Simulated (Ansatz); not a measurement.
The starting structures come from a database of crystals and need not be the phases stable at ambient conditions.

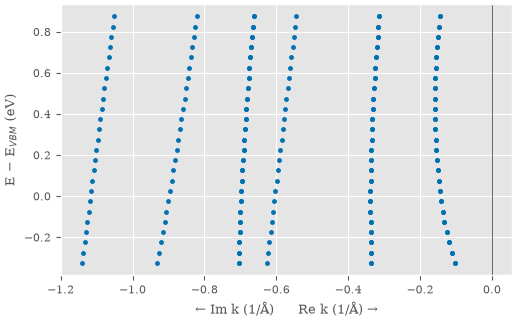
Complex bands at the centre of the two-dimensional zone; Ansatz (an electronic-structure program) with r2SCAN

The gap is the functional's own. No spin-orbit coupling. Mid-gap values are interpolated on the energy grid.

Q: This is PbS (P4/nmm, not sure to be the ambient phase, 4 atoms a cell, 26.1 Å³ an atom) along the normal of (110). Read off the slowest decay at the centre of the two-dimensional zone at 0.33 eV, the computed energy nearest the middle of the gap.

A: κ ≈ 0.16 1/Å, a decay length 1/(2κ) of the density of 3.2 Å.
